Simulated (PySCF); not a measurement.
# SiH2Cl radical: a look at the electrons

For SiH2Cl radical, the scripts below analyse its density (charges, bond critical points, surface potential), measure its response to a uniform field and see where an electron leaves and enters.

Program: PySCF 2.14.0. Level of theory: levels as typed in each script, gas phase, geometry from GFN2-xTB. These are calculated values, not measurements.

**1. Starting geometry**

SMILES `Cl[SiH2]`, 4 atoms, charge 0, spin multiplicity 2.

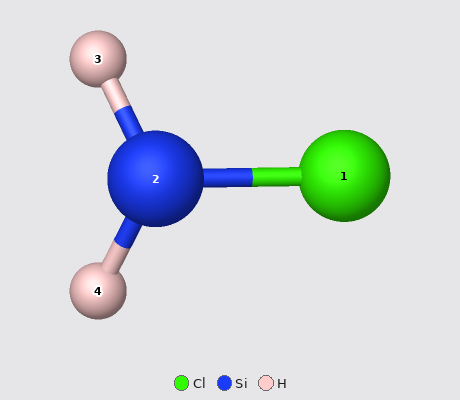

The geometry (chlorine green, silicon blue, hydrogen pink); atoms are numbered from 1 in the order of the file.

Geometry (Å):

```xyz
4
ClH2Si
Cl   -1.0114    0.0000    0.0149
Si    1.0081   -0.0001   -0.0871
H     1.5392    1.2254    0.4826
H     1.5401   -1.2240    0.4832
```

**2. Density, bond paths and surface potential (r2SCAN/6-311g**)**

input.py reads:

```python
import numpy as np
from pyscf import gto, scf, dft
from pyscf.scf import atom_ks, atom_hf
from scipy.linalg import block_diag

def solve(mol, dm0=None, hcore=None):
    mf = (dft.UKS if mol.spin else dft.RKS)(mol, xc='r2scan')
    mf.grids.level = 3
    mf = mf.density_fit(auxbasis='def2-universal-jkfit')
    mf.conv_tol, mf.max_cycle = 1e-8, 80
    if hcore is not None:
        mf.get_hcore = lambda *args: hcore
    mf.kernel(dm0)
    if not mf.converged:
        mf = mf.newton().run(mf.mo_coeff, mf.mo_occ, max_cycle=30)
    assert mf.converged, 'SCF not converged'
    return mf

mol = gto.M(atom='''
Cl    -1.01137    -0.00001     0.01495
Si     1.00814    -0.00009    -0.08714
H      1.53919     1.22540     0.48258
H      1.54014    -1.22396     0.48323
''', basis='6-311g**', charge=0, spin=1, verbose=4)
mf = solve(mol)
mf.analyze()
# spherically averaged free atoms, for the promolecule
atm = atom_ks.get_atm_nrks(mol, xc='r2scan')
pro = block_diag(*[(atm[a[0]][2] * atm[a[0]][3]) @ atm[a[0]][2].T for a in mol._atom])
np.savez('result.npz', e=mf.e_tot, c=mf.mo_coeff, occ=mf.mo_occ, eps=mf.mo_energy, pro=pro, dip=mf.dip_moment(verbose=0), s2=mf.spin_square()[0])
```

Launch:

```
$ OMP_NUM_THREADS=1 python input.py
```

Log:

```text
[ENV] PYSCF_TMPDIR <dir>
[ENV] PYSCF_MAX_MEMORY 1650
[INPUT] verbose = 4
[INPUT] num. atoms = 4
[INPUT] num. electrons = 33
[INPUT] charge = 0
[INPUT] spin (= nelec alpha-beta = 2S) = 1
[INPUT] symmetry False subgroup None
[INPUT] Mole.unit = angstrom
[INPUT] Symbol           X                Y                Z      unit          X                Y                Z       unit  Magmom
[INPUT]  1 Cl    -1.011370000000  -0.000010000000   0.014950000000 AA   -1.911212310601  -0.000018897261   0.028251405562 Bohr   0.0
[INPUT]  2 Si     1.008140000000  -0.000090000000  -0.087140000000 AA    1.905108495219  -0.000170075351  -0.164670734495 Bohr   0.0
[INPUT]  3 H      1.539190000000   1.225400000000   0.482580000000 AA    2.908647553669   2.315670393042   0.911944033193 Bohr   0.0
[INPUT]  4 H      1.540140000000  -1.223960000000   0.483230000000 AA    2.910442793488  -2.312949187423   0.913172355174 Bohr   0.0

nuclear repulsion = 78.9800860349437
number of shells = 32
number of NR pGTOs = 109
number of NR cGTOs = 64
basis = 6-311g**
ecp = {}

******** <class 'pyscf.df.df_jk.DFUKS'> ********
method = DFUKS
initial guess = minao
damping factor = 0
level_shift factor = 0
DIIS = <class 'pyscf.scf.diis.CDIIS'>
diis_start_cycle = 1
diis_space = 8
diis_damp = 0
SCF conv_tol = 1e-08
SCF conv_tol_grad = None
SCF max_cycles = 80
direct_scf = False
number electrons alpha = 17  beta = 16
XC library pyscf.dft.libxc version 7.0.0
    S. Lehtola, C. Steigemann, M. J.T. Oliveira, and M. A.L. Marques.,  SoftwareX 7, 1–5 (2018)
XC functionals = r2scan
    J. W. Furness, A. D. Kaplan, J. Ning, J. P. Perdew, and J. Sun.,  J. Phys. Chem. Lett. 11, 8208-8215 (2020)
    J. W. Furness, A. D. Kaplan, J. Ning, J. P. Perdew, and J. Sun.,  J. Phys. Chem. Lett. 11, 9248-9248 (2020)
    J. W. Furness, A. D. Kaplan, J. Ning, J. P. Perdew, and J. Sun.,  J. Phys. Chem. Lett. 11, 8208-8215 (2020)
    J. W. Furness, A. D. Kaplan, J. Ning, J. P. Perdew, and J. Sun.,  J. Phys. Chem. Lett. 11, 9248-9248 (2020)
radial grids:
    Treutler-Ahlrichs [JCP 102, 346 (1995); DOI:10.1063/1.469408] (M4) radial grids

becke partition: Becke, JCP 88, 2547 (1988); DOI:10.1063/1.454033
pruning grids: <function nwchem_prune at 0xf4d80929f6a0>
grids dens level: 3
symmetrized grids: False
atomic radii adjust function: <function treutler_atomic_radii_adjust at 0xf4d8092e05e0>
small_rho_cutoff = 0
Set gradient conv threshold to 0.0001
tot grids = 57680
init E= -750.842602965005
[... the frontier-level lines of each cycle are left out ...]


cycle= 1 E= -750.82327211571  delta_E= 0.0193  |g|= 0.172  |ddm|=  1.2
cycle= 2 E= -750.817436032667  delta_E= 0.00584  |g|= 0.188  |ddm|= 0.343
cycle= 3 E= -750.835408097787  delta_E= -0.018  |g|= 0.0341  |ddm|= 0.226
cycle= 4 E= -750.836086410814  delta_E= -0.000678  |g|= 0.00596  |ddm|= 0.0469
cycle= 5 E= -750.836107446387  delta_E= -2.1e-05  |g|= 0.00129  |ddm|= 0.00914
cycle= 6 E= -750.836108846581  delta_E= -1.4e-06  |g|= 0.000355  |ddm|= 0.00247
cycle= 7 E= -750.836108939889  delta_E= -9.33e-08  |g|= 0.000128  |ddm|= 0.000619
cycle= 8 E= -750.836108954418  delta_E= -1.45e-08  |g|= 3.83e-05  |ddm|= 0.000221
cycle= 9 E= -750.836108955815  delta_E= -1.4e-09  |g|= 1.34e-05  |ddm|= 7.98e-05
Extra cycle  E= -750.83610895587  delta_E= -5.57e-11  |g|= 1.29e-05  |ddm|= 3.01e-05
converged SCF energy = -750.83610895587  <S^2> = 0.75279065  2S+1 = 2.0027887
**** SCF Summaries ****
Total Energy =                        -750.836108955870486
Nuclear Repulsion Energy =              78.980086034943668
One-electron Energy =                -1194.760737014507640
Two-electron Energy =                  364.944542023693543
Two-electron Coulomb Energy =          414.813520191835437
DFT Exchange-Correlation Energy =      -49.868978168141908
**** MO energy ****
                             alpha | beta                alpha | beta
MO #1   energy= -101.2199836678    | -101.219138689082  occ= 1 | 1
MO #2   energy= -65.8575255649746  | -65.8535787264541  occ= 1 | 1
MO #3   energy= -9.38046320639828  | -9.37994391256785  occ= 1 | 1
MO #4   energy= -7.12488691108369  | -7.1241626161606   occ= 1 | 1
MO #5   energy= -7.11915197616471  | -7.11757195912631  occ= 1 | 1
MO #6   energy= -7.1180187146076   | -7.11740521055915  occ= 1 | 1
MO #7   energy= -5.24246464152966  | -5.23956996213286  occ= 1 | 1
MO #8   energy= -3.58790440634414  | -3.5831424082652   occ= 1 | 1
MO #9   energy= -3.585410042214    | -3.57876867196576  occ= 1 | 1
MO #10  energy= -3.58167772324489  | -3.5781738266287   occ= 1 | 1
MO #11  energy= -0.809333736163637 | -0.80522098537844  occ= 1 | 1
MO #12  energy= -0.520561485653502 | -0.499665936371477 occ= 1 | 1
MO #13  energy= -0.384102442536377 | -0.377727988810951 occ= 1 | 1
MO #14  energy= -0.375822479088004 | -0.369366361435173 occ= 1 | 1
MO #15  energy= -0.33631271915902  | -0.324281910476753 occ= 1 | 1
MO #16  energy= -0.304387819699825 | -0.301259423374811 occ= 1 | 1
MO #17  energy= -0.204712803418077 | -0.111725318881133 occ= 1 | 0
MO #18  energy= -0.0252759166320562 | -0.00467024559531859 occ= 0 | 0
MO #19  energy= 0.0221844424099016 | 0.0389618745187975 occ= 0 | 0
MO #20  energy= 0.0366815065610513 | 0.0681757536620048 occ= 0 | 0
MO #21  energy= 0.143408866872524  | 0.156976513011438  occ= 0 | 0
MO #22  energy= 0.152106954518976  | 0.169754016211494  occ= 0 | 0
MO #23  energy= 0.164342323487547  | 0.183762878944585  occ= 0 | 0
MO #24  energy= 0.190060830041957  | 0.21561704347473   occ= 0 | 0
MO #25  energy= 0.263145241492855  | 0.271927473655339  occ= 0 | 0
MO #26  energy= 0.316261223695415  | 0.322805211690611  occ= 0 | 0
MO #27  energy= 0.318595470676355  | 0.328938399442435  occ= 0 | 0
MO #28  energy= 0.363602175280946  | 0.369857981079019  occ= 0 | 0
MO #29  energy= 0.409816979955666  | 0.434797209399303  occ= 0 | 0
MO #30  energy= 0.481509445184552  | 0.50847987225289   occ= 0 | 0
MO #31  energy= 0.49314432722131   | 0.526759523975767  occ= 0 | 0
MO #32  energy= 0.604732847898328  | 0.65417327858826   occ= 0 | 0
MO #33  energy= 0.672097383932032  | 0.686698288076576  occ= 0 | 0
MO #34  energy= 0.773254311659479  | 0.781214382584158  occ= 0 | 0
MO #35  energy= 0.80563446310884   | 0.814359026387712  occ= 0 | 0
MO #36  energy= 0.829573717192028  | 0.83850939251961   occ= 0 | 0
MO #37  energy= 0.835521651128977  | 0.840681070844614  occ= 0 | 0
MO #38  energy= 0.896159791818739  | 0.902665449101341  occ= 0 | 0
MO #39  energy= 0.902374102305787  | 0.921707204735181  occ= 0 | 0
MO #40  energy= 1.11473552610157   | 1.14141220984201   occ= 0 | 0
MO #41  energy= 1.12536861616681   | 1.14514810893084   occ= 0 | 0
MO #42  energy= 1.14896932870877   | 1.16458819705842   occ= 0 | 0
...
pop of  1 Si 2pz       0.99995 | 0.99994
pop of  1 Si 3px       0.29035 | 0.26602
pop of  1 Si 3py       0.44280 | 0.42764
pop of  1 Si 3pz       0.81390 | 0.10512
pop of  1 Si 4px       0.01043 | 0.01022
pop of  1 Si 4py       0.00771 | 0.00785
pop of  1 Si 4pz       0.00191 | 0.00192
pop of  1 Si 5px       0.00011 | 0.00011
pop of  1 Si 5py       0.00029 | 0.00031
pop of  1 Si 5pz       0.00011 | 0.00008
pop of  1 Si 6px       0.00003 | 0.00003
pop of  1 Si 6py       0.00004 | 0.00004
pop of  1 Si 6pz       0.00001 | 0.00000
pop of  1 Si 3dxy      0.00476 | 0.00460
pop of  1 Si 3dyz      0.00176 | 0.00290
pop of  1 Si 3dz^2     0.00215 | 0.00216
pop of  1 Si 3dxz      0.00408 | 0.00362
pop of  1 Si 3dx2-y2    0.00476 | 0.00494
pop of  2 H 1s        0.53324 | 0.52717
pop of  2 H 2s        0.00255 | 0.00244
pop of  2 H 3s        0.00049 | 0.00032
pop of  2 H 2px       0.00030 | 0.00030
pop of  2 H 2py       0.00163 | 0.00173
pop of  2 H 2pz       0.00029 | 0.00050
pop of  3 H 1s        0.53327 | 0.52717
pop of  3 H 2s        0.00256 | 0.00244
pop of  3 H 3s        0.00049 | 0.00032
pop of  3 H 2px       0.00030 | 0.00030
pop of  3 H 2py       0.00163 | 0.00173
pop of  3 H 2pz       0.00029 | 0.00050
In total            17.00000 | 16.00000
 ** Mulliken atomic charges   ( Nelec_alpha | Nelec_beta ) **
charge of  0Cl =     -0.24180  (     8.65882      8.58297 )
charge of  1Si =      0.38376  (     7.26414      6.35209 )
charge of  2H =     -0.07095  (     0.53850      0.53246 )
charge of  3H =     -0.07101  (     0.53854      0.53248 )
Dipole moment(X, Y, Z, Debye):  1.43675, -0.00137,  0.02270
Spherically averaged atomic KS for {'H', 'Cl', 'Si'}

******** <class 'pyscf.scf.atom_ks.AtomSphAverageRKS'> ********
method = AtomSphAverageRKS
initial guess = vsap
damping factor = 0
level_shift factor = 0
diis_start_cycle = 1
diis_space = 12
SCF conv_tol = 1e-09
SCF conv_tol_grad = None
SCF max_cycles = 50
direct_scf = True
direct_scf_tol = 1e-13
XC library pyscf.dft.libxc version 7.0.0
    S. Lehtola, C. Steigemann, M. J.T. Oliveira, and M. A.L. Marques.,  SoftwareX 7, 1–5 (2018)
XC functionals = r2scan
    J. W. Furness, A. D. Kaplan, J. Ning, J. P. Perdew, and J. Sun.,  J. Phys. Chem. Lett. 11, 8208-8215 (2020)
    J. W. Furness, A. D. Kaplan, J. Ning, J. P. Perdew, and J. Sun.,  J. Phys. Chem. Lett. 11, 9248-9248 (2020)
    J. W. Furness, A. D. Kaplan, J. Ning, J. P. Perdew, and J. Sun.,  J. Phys. Chem. Lett. 11, 8208-8215 (2020)
    J. W. Furness, A. D. Kaplan, J. Ning, J. P. Perdew, and J. Sun.,  J. Phys. Chem. Lett. 11, 9248-9248 (2020)
radial grids:
    Treutler-Ahlrichs [JCP 102, 346 (1995); DOI:10.1063/1.469408] (M4) radial grids

becke partition: Becke, JCP 88, 2547 (1988); DOI:10.1063/1.454033
pruning grids: <function nwchem_prune at 0xf4d80929f6a0>
grids dens level: 3
symmetrized grids: False
atomic radii adjust function: <function treutler_atomic_radii_adjust at 0xf4d8092e05e0>
User specified grid scheme (100, 434)
small_rho_cutoff = 0
Set gradient conv threshold to 3.16228e-05
tot grids = 23744
init E= -381.10139994363
cycle= 1 E= -381.110810383537  delta_E= -0.00941  |g|=    0  |ddm|= 0.176
cycle= 2 E= -381.111141502359  delta_E= -0.000331  |g|=    0  |ddm|= 0.0949
cycle= 3 E= -381.111467929219  delta_E= -0.000326  |g|=    0  |ddm|= 0.05
cycle= 4 E= -381.111476129006  delta_E= -8.2e-06  |g|=    0  |ddm|= 0.0168
cycle= 5 E= -381.111486191817  delta_E= -1.01e-05  |g|=    0  |ddm|= 0.00835
cycle= 6 E= -381.111486324157  delta_E= -1.32e-07  |g|=    0  |ddm|= 0.00212
cycle= 7 E= -381.111486487544  delta_E= -1.63e-07  |g|=    0  |ddm|= 0.00106
cycle= 8 E= -381.111486489645  delta_E= -2.1e-09  |g|=    0  |ddm|= 0.000268
cycle= 9 E= -381.111486492241  delta_E= -2.6e-09  |g|=    0  |ddm|= 0.000134
cycle= 10 E= -381.111486492282  delta_E= -4.14e-11  |g|=    0  |ddm|= 3.22e-05
Extra cycle  E= -381.111486492297  delta_E= -1.49e-11  |g|=    0  |ddm|= 2.27e-05
Atomic HF for atom  Cl  converged. SCF energy = -381.111486492297

******** <class 'pyscf.scf.atom_ks.AtomSphAverageRKS'> ********
method = AtomSphAverageRKS
initial guess = vsap
damping factor = 0
level_shift factor = 0
diis_start_cycle = 1
diis_space = 12
SCF conv_tol = 1e-09
SCF conv_tol_grad = None
SCF max_cycles = 50
direct_scf = True
direct_scf_tol = 1e-13
XC library pyscf.dft.libxc version 7.0.0
    S. Lehtola, C. Steigemann, M. J.T. Oliveira, and M. A.L. Marques.,  SoftwareX 7, 1–5 (2018)
XC functionals = r2scan
    J. W. Furness, A. D. Kaplan, J. Ning, J. P. Perdew, and J. Sun.,  J. Phys. Chem. Lett. 11, 8208-8215 (2020)
    J. W. Furness, A. D. Kaplan, J. Ning, J. P. Perdew, and J. Sun.,  J. Phys. Chem. Lett. 11, 9248-9248 (2020)
    J. W. Furness, A. D. Kaplan, J. Ning, J. P. Perdew, and J. Sun.,  J. Phys. Chem. Lett. 11, 8208-8215 (2020)
    J. W. Furness, A. D. Kaplan, J. Ning, J. P. Perdew, and J. Sun.,  J. Phys. Chem. Lett. 11, 9248-9248 (2020)
radial grids:
    Treutler-Ahlrichs [JCP 102, 346 (1995); DOI:10.1063/1.469408] (M4) radial grids

becke partition: Becke, JCP 88, 2547 (1988); DOI:10.1063/1.454033
pruning grids: <function nwchem_prune at 0xf4d80929f6a0>
grids dens level: 3
symmetrized grids: False
atomic radii adjust function: <function treutler_atomic_radii_adjust at 0xf4d8092e05e0>
User specified grid scheme (100, 434)
small_rho_cutoff = 0
Set gradient conv threshold to 3.16228e-05
tot grids = 24008
init E= -210.30312237202
cycle= 1 E= -210.314547144851  delta_E= -0.0114  |g|=    0  |ddm|= 0.246
cycle= 2 E= -210.315064777098  delta_E= -0.000518  |g|=    0  |ddm|= 0.107
cycle= 3 E= -210.31522663615  delta_E= -0.000162  |g|=    0  |ddm|= 0.0471
cycle= 4 E= -210.315259038474  delta_E= -3.24e-05  |g|=    0  |ddm|= 0.024
cycle= 5 E= -210.31527112794  delta_E= -1.21e-05  |g|=    0  |ddm|= 0.0118
cycle= 6 E= -210.315272735204  delta_E= -1.61e-06  |g|=    0  |ddm|= 0.00527
cycle= 7 E= -210.315273335448  delta_E= -6e-07  |g|=    0  |ddm|= 0.00263
cycle= 8 E= -210.315273415047  delta_E= -7.96e-08  |g|=    0  |ddm|= 0.00117
cycle= 9 E= -210.315273444776  delta_E= -2.97e-08  |g|=    0  |ddm|= 0.000584
cycle= 10 E= -210.315273448717  delta_E= -3.94e-09  |g|=    0  |ddm|= 0.00026
cycle= 11 E= -210.31527345019  delta_E= -1.47e-09  |g|=    0  |ddm|= 0.00013
cycle= 12 E= -210.315273450427  delta_E= -2.37e-10  |g|=    0  |ddm|= 5.2e-05
Extra cycle  E= -210.315273450457  delta_E= -3.04e-11  |g|=    0  |ddm|= 2.3e-05
Atomic HF for atom  Si  converged. SCF energy = -210.315273450457

******** <class 'pyscf.scf.atom_ks.AtomSphAverageRKS'> ********
method = AtomSphAverageRKS
initial guess = vsap
damping factor = 0
level_shift factor = 0
diis_start_cycle = 1
diis_space = 12
SCF conv_tol = 1e-09
SCF conv_tol_grad = None
SCF max_cycles = 50
direct_scf = True
direct_scf_tol = 1e-13
XC library pyscf.dft.libxc version 7.0.0
    S. Lehtola, C. Steigemann, M. J.T. Oliveira, and M. A.L. Marques.,  SoftwareX 7, 1–5 (2018)
XC functionals = r2scan
    J. W. Furness, A. D. Kaplan, J. Ning, J. P. Perdew, and J. Sun.,  J. Phys. Chem. Lett. 11, 8208-8215 (2020)
    J. W. Furness, A. D. Kaplan, J. Ning, J. P. Perdew, and J. Sun.,  J. Phys. Chem. Lett. 11, 9248-9248 (2020)
    J. W. Furness, A. D. Kaplan, J. Ning, J. P. Perdew, and J. Sun.,  J. Phys. Chem. Lett. 11, 8208-8215 (2020)
    J. W. Furness, A. D. Kaplan, J. Ning, J. P. Perdew, and J. Sun.,  J. Phys. Chem. Lett. 11, 9248-9248 (2020)
radial grids:
    Treutler-Ahlrichs [JCP 102, 346 (1995); DOI:10.1063/1.469408] (M4) radial grids

becke partition: Becke, JCP 88, 2547 (1988); DOI:10.1063/1.454033
pruning grids: <function nwchem_prune at 0xf4d80929f6a0>
grids dens level: 3
symmetrized grids: False
atomic radii adjust function: <function treutler_atomic_radii_adjust at 0xf4d8092e05e0>
User specified grid scheme (100, 434)
small_rho_cutoff = 0
Set gradient conv threshold to 3.16228e-05
tot grids = 26240
init E= 78.5409582174026
cycle= 1 E= 78.5277105193863  delta_E= -0.0132  |g|=    0  |ddm|= 0.309
cycle= 2 E= 78.5276442162117  delta_E= -6.63e-05  |g|=    0  |ddm|= 0.014
cycle= 3 E= 78.5276439433932  delta_E= -2.73e-07  |g|=    0  |ddm|= 0.00124
cycle= 4 E= 78.527643942227  delta_E= -1.17e-09  |g|=    0  |ddm|= 4.66e-05
cycle= 5 E= 78.5276439422228  delta_E= -4.22e-12  |g|=    0  |ddm|= 3.21e-06
Extra cycle  E= 78.5276439422214  delta_E= -1.34e-12  |g|=    0  |ddm|= 3.22e-06
Atomic HF for atom  H  converged. SCF energy = 78.5276439422214
```

It took 16 s on 1 thread of Arm Neoverse N1, shared host; peak memory 0.3 GiB.

The free atoms at the end serve only for the promolecule density; their printed energies are not used.

**3. Post-processing**

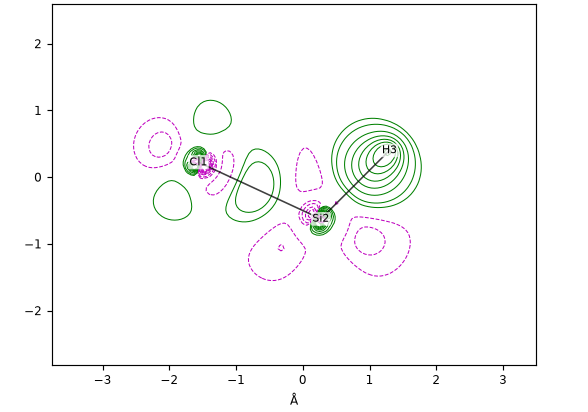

Deformation density (molecule less spherical, spin-averaged free atoms) in the plane of Cl1, Si2 and H3; contours at ±0.05 to ±0.8 e/Å³; solid green lines: gain, dashed magenta lines: loss.

Describe the bonding that the map shows.

Si2–H3: +0.22 e/Å³ at the bond critical point (bond length 1.45 Å, Mayer order 0.9). Cl1–Si2: +0.06 e/Å³ at the bond critical point (bond length 2.02 Å, Mayer order 1.0). In all, 0.9 electrons are displaced relative to the promolecule. A small or negative value marks a very polar bond or one between electron-rich atoms, whose free-atom densities already overlap strongly.

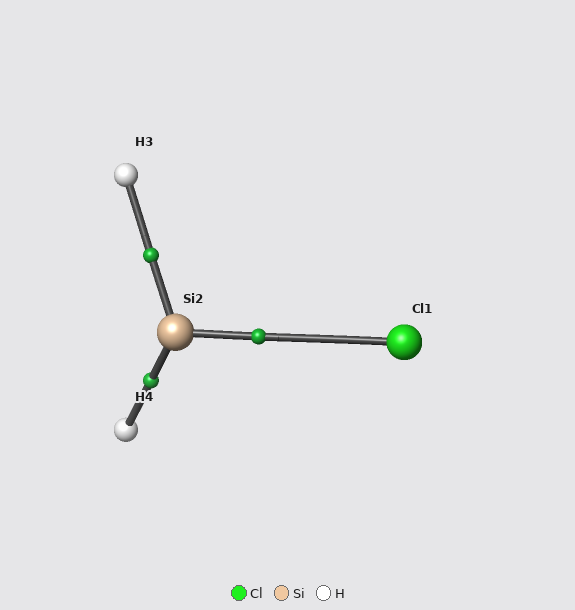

Molecular graph of the electron density (QTAIM): bond paths, bond critical points (green), ring points (magenta, if any); weak paths are dashed.

How many critical points of each kind are there, and does the count close?

4 nuclei, 3 bond, 0 ring and 0 cage critical points: 4 − 3 + 0 − 0 = 1, as the Poincaré–Hopf relation requires.

What does the calculation give at each kind of bond critical point?

| bond | length (Å) | ρ (a.u.) | ∇²ρ (a.u.) | ε | H (a.u.) |
| --- | --- | --- | --- | --- | --- |
| Si2–H4 (×2) | 1.451 | 0.125 | +0.28 | 0.09 | −0.076 |
| Cl1–Si2 | 2.022 | 0.101 | +0.27 | 0.11 | −0.055 |

What kind of interaction is Si2–H4?

Polar or intermediate (positive Laplacian, negative energy density H): ρ = 0.125, ∇²ρ = +0.28, H = −0.076 a.u.

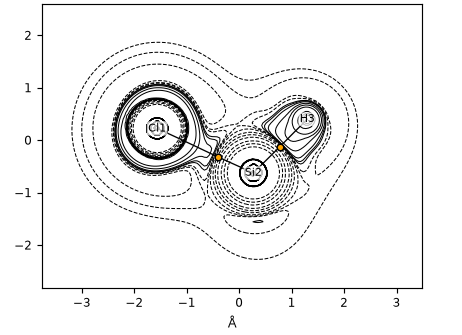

Negative Laplacian of the density (−∇²ρ) in the plane of Cl1, Si2 and H3 (solid lines positive, dashed lines negative, contours at ±0.02 to ±8 a.u.), with bond paths and bond critical points (dots).

Sort the bonds in the plane by the sign of ∇²ρ at their critical points.

At none is it concentrated. Depleted (∇²ρ > 0): Si2–H3 (+0.27 a.u., H = −0.076); Cl1–Si2 (+0.27 a.u., H = −0.055). A positive Laplacian with clearly negative H marks a bond with a covalent part that is not a plain shared pair: a strongly polar bond, a metal-ligand bond, or a charge-shift bond such as F–F or O–O.

Where along Cl1–Si2 does the critical point lie?

1.29 Å from Cl1 and 0.74 Å from Si2.

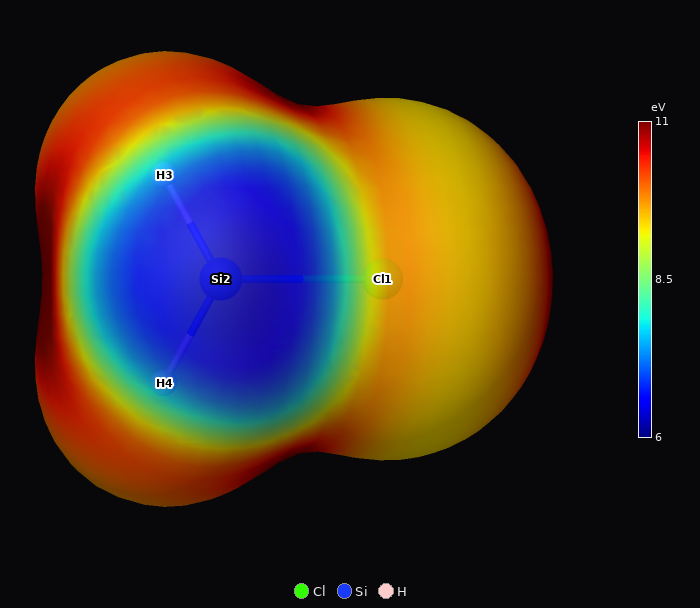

Average local ionisation energy on the surface of electron density 0.001 a.u.

Which sites does this map single out for attack by an electrophile?

The lowest local ionisation energy is 6.3 eV, 2.4 Å from Si2. Further minima include 8.6 eV, about equally far (2.1 Å) from Si2, H3 and H4; 9.3 eV, 2.1 Å from Cl1, and at symmetry-equivalent points; 9.3 eV, 2.1 Å from Cl1. For comparison, the highest occupied orbital lies at −5.6 eV.

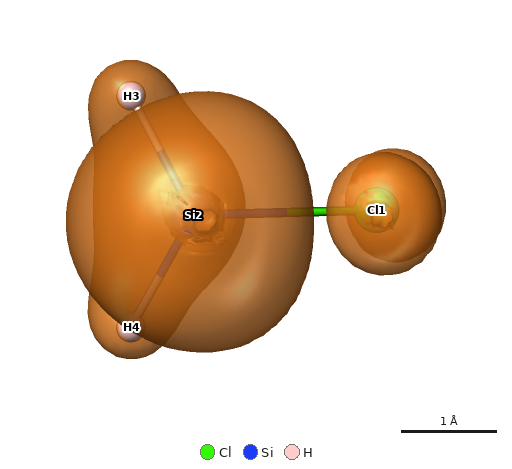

Spin density ρα − ρβ at ±0.02 e/Å³ (orange: excess α, blue: excess β).

Where is the unpaired spin?

Hirshfeld spin populations: Si2 +0.79, Cl1 +0.11 and H3 and H4 +0.05. ⟨S²⟩ = 0.75, against 0.75 for a pure state.

(Part 1 of 3 ends here.)
